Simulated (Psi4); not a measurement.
## BNH6: frequency calculation (part 2 of 3)

Continued. System: BNH6. Method: HF/6-311G*, UHF (Psi4 1.11). The geometry comes from this level: PBE0-D4/def2-TZVP.

Geometry of the input (Å):
```
B  -0.1913  0.2508  -0.7754
N  0.2065  -0.2551  0.7317
H  -0.0782  -0.7284  -1.4810
H  -1.3326  0.6497  -0.6872
H  0.6044  1.1266  -1.0384
H  0.1408  0.5070  1.3987
H  1.1566  -0.6113  0.7553
H  -0.4140  -0.9965  1.0405
```

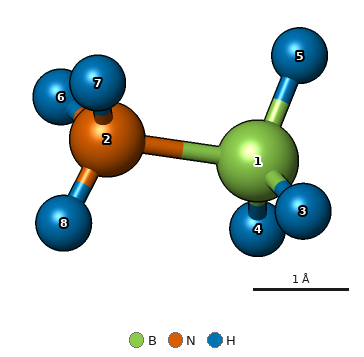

*The input geometry (ball-and-stick view, seen at a tilt; atoms are numbered from 1 in the order of the input).*

## Log, continued
```
   @DF-UHF iter SAD:   -82.02374465301401   -8.20237e+01   0.00000e+00
   @DF-UHF iter   1:   -82.54079782940669   -5.17053e-01   6.94081e-03 ADIIS/DIIS
   @DF-UHF iter   2:   -82.61993301821271   -7.91352e-02   2.73421e-03 ADIIS/DIIS
   @DF-UHF iter   3:   -82.63030335540790   -1.03703e-02   6.76851e-04 ADIIS/DIIS
   @DF-UHF iter   4:   -82.63138392710999   -1.08057e-03   2.08159e-04 ADIIS/DIIS
   @DF-UHF iter   5:   -82.63146434979788   -8.04227e-05   3.66574e-05 DIIS
   @DF-UHF iter   6:   -82.63146931184239   -4.96204e-06   6.50537e-06 DIIS
   @DF-UHF iter   7:   -82.63146945423560   -1.42393e-07   1.18698e-06 DIIS
   @DF-UHF iter   8:   -82.63146945924485   -5.00926e-09   2.22971e-07 DIIS
   @DF-UHF iter   9:   -82.63146945942931   -1.84457e-10   3.34596e-08 DIIS
   @DF-UHF iter  10:   -82.63146945943316   -3.85114e-12   4.63566e-09 DIIS
  Energy and wave function converged.

  ==> Post-Iterations <==

   @Spin Contamination Metric:  -2.131628207E-14
   @S^2 Expected:                0.000000000E+00
   @S^2 Observed:               -2.131628207E-14
   @S   Expected:                0.000000000E+00
   @S   Observed:                0.000000000E+00

    Orbital Energies [Eh]
    ---------------------

    Alpha Occupied:

       1A    -15.642838     2A     -7.525409     3A     -1.252895
       4A     -0.731140     5A     -0.731102     6A     -0.713339
       7A     -0.512420     8A     -0.412116     9A     -0.412096

    Alpha Virtual:

      10A      0.110766    11A      0.183641    12A      0.183645
      13A      0.240119    14A      0.276192    15A      0.276195
      16A      0.288314    17A      0.400934    18A      0.400940
      19A      0.471914    20A      0.471945    21A      0.484204
      22A      0.629189    23A      0.723533    24A      0.755428
      25A      0.755455    26A      0.825590    27A      0.882560
      28A      0.893003    29A      0.893006    30A      1.159150
      31A      1.159156    32A      1.374656    33A      1.386298
      34A      1.386308    35A      1.508630    36A      2.082740
      37A      2.082767    38A      2.199067    39A      2.199072
      40A      2.262339    41A      2.429185    42A      2.429188
      43A      2.436553    44A      2.743862    45A      2.881689
      46A      2.881699    47A      3.137922    48A      3.147262
      49A      3.147287    50A      4.405858    51A      4.405946
      52A      4.530743    53A     15.103934    54A     36.667329

    Beta Occupied:

       1A    -15.642838     2A     -7.525409     3A     -1.252895
       4A     -0.731140     5A     -0.731102     6A     -0.713339
       7A     -0.512420     8A     -0.412116     9A     -0.412096

    Beta Virtual:

      10A      0.110766    11A      0.183641    12A      0.183645
      13A      0.240119    14A      0.276192    15A      0.276195
      16A      0.288314    17A      0.400934    18A      0.400940
      19A      0.471914    20A      0.471945    21A      0.484204
      22A      0.629189    23A      0.723533    24A      0.755428
      25A      0.755455    26A      0.825590    27A      0.882560
      28A      0.893003    29A      0.893006    30A      1.159150
      31A      1.159156    32A      1.374656    33A      1.386298
      34A      1.386308    35A      1.508630    36A      2.082740
      37A      2.082767    38A      2.199067    39A      2.199072
      40A      2.262339    41A      2.429185    42A      2.429188
      43A      2.436553    44A      2.743862    45A      2.881689
      46A      2.881699    47A      3.137922    48A      3.147262
      49A      3.147287    50A      4.405858    51A      4.405946
      52A      4.530743    53A     15.103934    54A     36.667329

    Final Occupation by Irrep:
              A
    DOCC [     9 ]
    SOCC [     0 ]
    NA   [     9 ]
    NB   [     9 ]

  @DF-UHF Final Energy:   -82.63146945943316

   => Energetics <=

    Nuclear Repulsion Energy =             40.7545627830018873
    One-Electron Energy =                -190.9053550126979246
    Two-Electron Energy =                  67.5193227702628747
    Total Energy =                        -82.6314694594331627

  UHF NO Occupations:
  HONO-2 :    7  A 2.0000000
  HONO-1 :    8  A 2.0000000
  HONO-0 :    9  A 2.0000000
  LUNO+0 :   10  A 0.0000000
  LUNO+1 :   11  A 0.0000000
  LUNO+2 :   12  A 0.0000000
  LUNO+3 :   13  A 0.0000000

Computation Completed

Properties will be evaluated at   0.000000,   0.000000,   0.000000 [a0]

Properties computed using the SCF density matrix

 Multipole Moments:

 ------------------------------------------------------------------------------------
     Multipole            Electronic (a.u.)      Nuclear  (a.u.)        Total (a.u.)
 ------------------------------------------------------------------------------------

 L = 1.  Multiply by 2.5417464519 to convert [e a0] to [Debye]
 Dipole X            :          0.4211358            0.1242860            0.5454218
 Dipole Y            :         -0.5353722           -0.1581129           -0.6934851
 Dipole Z            :          1.5950955            0.4708985            2.0659940
 Magnitude           :                                                    2.2464946

 ------------------------------------------------------------------------------------

	total time  =          0 seconds =       0.00 minutes

         ------------------------------------------------------------
                                   SCF HESS
         ------------------------------------------------------------

  ==> Geometry <==

    Molecular point group: c1
    Full point group: C1

    Geometry (in Angstrom), charge = 0, multiplicity = 1:

       Center              X                  Y                   Z               Mass
    ------------   -----------------  -----------------  -----------------  -----------------
         B           -0.219090593239     0.278629458998    -0.830045068460    11.009305360000
         N            0.178709406761    -0.227270541002     0.677054931540    14.003074004430
         H           -0.105990593239    -0.700570541002    -1.535645068460     1.007825032230
         H           -1.360390593239     0.677529458998    -0.741845068460     1.007825032230
         H            0.576609406761     1.154429458998    -1.093045068460     1.007825032230
         H            0.113009406761     0.534829458998     1.344054931540     1.007825032230
         H            1.128809406761    -0.583470541002     0.700654931540     1.007825032230
         H           -0.441790593239    -0.968670541002     0.985854931540     1.007825032230

  Nuclear repulsion =   40.754562783001887

  ==> Basis Set <==

  Basis Set: 6-311G*
    Blend: 6-311G*
    Number of shells: 34
    Number of basis functions: 54
    Number of Cartesian functions: 56
    Spherical Harmonics?: true
    Max angular momentum: 2

  ==> DFJKGrad: Density-Fitted SCF Gradients <==

    Gradient:                    2
    J tasked:                  Yes
    K tasked:                  Yes
    wK tasked:                  No
    Integrals threads:           1
    Memory [MiB]:             1144
    Schwarz Cutoff:          1E-12
    Fitting Condition:       1E-10

   => Auxiliary Basis Set <=

  Basis Set: (6-311G* AUX)
    Blend: CC-PVTZ-JKFIT
    Number of shells: 110
    Number of basis functions: 338
    Number of Cartesian functions: 402
    Spherical Harmonics?: true
    Max angular momentum: 4

  DFHelper Memory: AOs need 0.009 GiB; user supplied 1.341 GiB.
  SCF_SUBTYPE=INCORE selected. In-core MEM_DF algorithm will be used.
  Using in-core AOs.

  ==> MemDFJK: Density-Fitted J/K Matrices <==

    J tasked:                   Yes
    K tasked:                   Yes
    wK tasked:                   No
    Memory [MiB]:              1373
    Algorithm:                 Core
    Schwarz Cutoff:           1E-12
    Mask sparsity (%):       0.0000
    Fitting Condition:        1E-10

   => Auxiliary Basis Set <=

  Basis Set: (6-311G* AUX)
    Blend: CC-PVTZ-JKFIT
    Number of shells: 110
    Number of basis functions: 338
    Number of Cartesian functions: 402
    Spherical Harmonics?: true
    Max angular momentum: 4

   ==> Coupled-Perturbed UHF Solver <==

    Maxiter             =         100
    Convergence         =   1.000E-06
    Number of equations =          48
   -----------------------------------------------------
     Iter   Residual RMS      Max RMS  Remain  Time [s]
   -----------------------------------------------------
        1      4.728e-01    6.280e-01      24         0
        2      1.286e-01    1.636e-01      24         0
        3      2.807e-02    3.885e-02      24         0
        4      5.266e-03    9.068e-03      24         1
        5      1.264e-03    1.919e-03      24         1
        6      2.864e-04    3.920e-04      24         1
        7      6.536e-05    1.005e-04      24         1
        8      1.121e-05    1.648e-05      24         1
        9      2.118e-06    3.094e-06      23         1
       10      3.772e-07    5.737e-07       0         1
  ## Total Hessian (Symmetry 0) ##
  Irrep: 1 Size: 24 x 24

                 1                   2                   3                   4                   5

    1     0.39675291610457     0.01319703974940    -0.03918070577678    -0.06447560517029     0.00116459238315
    2     0.01319703974940     0.39037098592304     0.04980232876533     0.00114566631113    -0.06504041001565
    3    -0.03918070577678     0.04980232876533     0.25867091296812    -0.00345037035711     0.00438131639027
    4    -0.06447560517029     0.00114566631113    -0.00345037035711     0.75693715908620     0.02393831896061
    5     0.00116459238315    -0.06504041001565     0.00438131639027     0.02393831896061     0.74553351705473
    6    -0.00344429468629     0.00439007073739    -0.07663500801664    -0.07114185062265     0.09052803367762
    7    -0.04322183075450     0.01391115692781     0.01088274073472     0.00175604274513    -0.00550850598613
    8     0.01218451462392    -0.14888054362424    -0.07820099608310    -0.00066882555709     0.00858648539219
    9     0.00853843998471    -0.06869162169043    -0.08794395980125     0.00037146523902    -0.02079358662242
   10    -0.18156775367939     0.04867401998850     0.01158556703047    -0.00757969672788     0.00421611627241
   11     0.04649934236625    -0.05780015316920    -0.00452335207019     0.01031058748865    -0.00289352685695
   12     0.02069434314800    -0.00787362979169    -0.04068602093459    -0.02916355094527     0.01201222413844
   13    -0.11248982932259    -0.07824948932218     0.02407886555236     0.00604426637373     0.00524929586984
   14    -0.07435369825385    -0.12301424950120     0.02355650582441    -0.00567715801236    -0.00739321012008
   15     0.01731090546947     0.01739392307470    -0.04460108624922     0.01699812516247     0.02378644194548
   16     0.00225361286452    -0.00598500703857    -0.00326109999445    -0.08433384780989     0.00977325882341
   17    -0.00161130923599     0.01027111942443     0.00315682916866     0.01472822737655    -0.27459235175035
   18     0.00265087562676    -0.02095352507944    -0.01233949450510     0.02362846810007    -0.20208504392509
   19    -0.00432786915751     0.00235781746677    -0.00105950436874    -0.39742619526023     0.11510006463258
   20     0.00785192247042    -0.00135774407985    -0.00068376266213     0.12131951434216    -0.12836236583618
   21    -0.02413758550429     0.00782959932653     0.00587445291906    -0.02538581505499     0.00357906569096
   22     0.00707635913892     0.00494879591215     0.00040450718769    -0.21092212324633    -0.15393314094437
   23    -0.00493240409004    -0.00454900495331     0.00251113068683    -0.16509633092046    -0.27583813785781
   24     0.01756802173416     0.01810285466610    -0.00233979639283     0.08814352847518     0.08859154870236

                 6                   7                   8                   9                  10

    1    -0.00344429468629    -0.04322183075450     0.01218451462392     0.00853843998471    -0.18156775367939
    2     0.00439007073739     0.01391115692781    -0.14888054362424    -0.06869162169043     0.04867401998850
    3    -0.07663500801664     0.01088274073472    -0.07820099608310    -0.08794395980125     0.01158556703047
    4    -0.07114185062265     0.00175604274513    -0.00066882555709     0.00037146523902    -0.00757969672788
    5     0.09052803367762    -0.00550850598613     0.00858648539219    -0.02079358662242     0.00421611627241
    6     0.50628193145035    -0.00619107829242     0.00587426539465    -0.02461609139862    -0.00362634705328
    7    -0.00619107829242     0.03713434506154    -0.01421848188868    -0.00838244250927     0.00042123921912
    8     0.00587426539465    -0.01421848188868     0.15670274362813     0.08661045101918     0.00274612805849
    9    -0.02461609139862    -0.00838244250927     0.08661045101918     0.10649738970567     0.00184462133375
   10    -0.00362634705328     0.00042123921912     0.00274612805849     0.00184462133375     0.20177257659167
   11     0.00261008835000     0.01716627067650    -0.00442205865237    -0.00143630785496    -0.05901144339828
   12    -0.00380551879291     0.01318984331378    -0.00477525405187     0.00199735311813    -0.00963279203357
   13    -0.00198114291461     0.00384056906802    -0.00000955986394    -0.00158831064493    -0.01316336288825
   14     0.00651709199635    -0.01152968845617    -0.01237187851060     0.00307526752727     0.00296844833263
   15    -0.01292943646868    -0.00899490572935    -0.00958447296200     0.00653039819980     0.00139988991072
   16     0.01694031259996     0.00028944317538     0.00068349898954    -0.00181015610418    -0.00065979612278
   17    -0.17482865874149     0.00063329002113     0.00030879264921     0.00284577456595    -0.00011156057878
   18    -0.22773073864365    -0.00188122974170     0.00312197937614    -0.00535102428240     0.00015700976287
   19     0.00070847149398     0.00034102852104    -0.00079730373618     0.00086402575989     0.00125578305096
   20    -0.00604927426045    -0.00072041820787    -0.00021572245507    -0.00061125135734     0.00014752907835
   21    -0.06072404698139     0.00132559455710    -0.00126768139548     0.00125089745448    -0.00134953167116
   22     0.06873592945272    -0.00056083703272     0.00008002938053     0.00016235694094    -0.00047898945693
   23     0.07095838282646     0.00026637691054     0.00029218156752    -0.00099872557393     0.00037076225298
   24    -0.09984109114391     0.00005147766765    -0.00177829128526     0.00163503701939    -0.00037841728744

                11                  12                  13                  14                  15

    1     0.04649934236625     0.02069434314800    -0.11248982932259    -0.07435369825385     0.01731090546947
    2    -0.05780015316920    -0.00787362979169    -0.07824948932218    -0.12301424950120     0.01739392307470
    3    -0.00452335207019    -0.04068602093459     0.02407886555236     0.02355650582441    -0.04460108624922
    4     0.01031058748865    -0.02916355094527     0.00604426637373    -0.00567715801236     0.01699812516247
    5    -0.00289352685695     0.01201222413844     0.00524929586984    -0.00739321012008     0.02378644194548
    6     0.00261008835000    -0.00380551879291    -0.00198114291461     0.00651709199635    -0.01292943646868
    7     0.01716627067650     0.01318984331378     0.00384056906802    -0.01152968845617    -0.00899490572935
    8    -0.00442205865237    -0.00477525405187    -0.00000955986394    -0.01237187851060    -0.00958447296200
    9    -0.00143630785496     0.00199735311813    -0.00158831064493     0.00307526752727     0.00653039819980
   10    -0.05901144339828    -0.00963279203357    -0.01316336288825     0.00296844833263     0.00139988991072
   11     0.05642014926318     0.00187161250816    -0.01510828796341     0.00880772876318     0.00036941152582
   12     0.00187161250816     0.04215434966960     0.00537586093678    -0.00192930178393     0.00235433945163
   13    -0.01510828796341     0.00537586093678     0.11543957572092     0.08801327548700    -0.02590634611885
   14     0.00880772876318    -0.00192930178393     0.08801327548700     0.13406455944069    -0.03264798982108
   15     0.00036941152582     0.00235433945163    -0.02590634611885    -0.03264798982108     0.05089183888205
   16    -0.00013159436080     0.00078532309321    -0.00062816779469     0.00007545466313     0.00048774278428
   17    -0.00040935553295    -0.00021427866359    -0.00016100119721    -0.00037071565130    -0.00027463451836
   18     0.00029445845921     0.00243610045568     0.00082071045330     0.00041983902618     0.00237506820212
   19     0.00021262524216    -0.00161497270772     0.00044817828916    -0.00046088725824     0.00081665523845
   20     0.00019285800207     0.00225861265699    -0.00081099756361    -0.00037201833486    -0.00098104293807
   21     0.00216343299038    -0.00620157190550     0.00150816838052    -0.00074866407106     0.00129073796858
   22     0.00006249995437     0.00036594518714     0.00050877055427     0.00096425349523    -0.00211206670756
   23     0.00010435817466    -0.00134998501125     0.00107676455519     0.00064978390793     0.00193836368762
   24    -0.00134934391135     0.00175096893183    -0.00230780564546     0.00175725130253    -0.00591185997253

                16                  17                  18                  19                  20
```
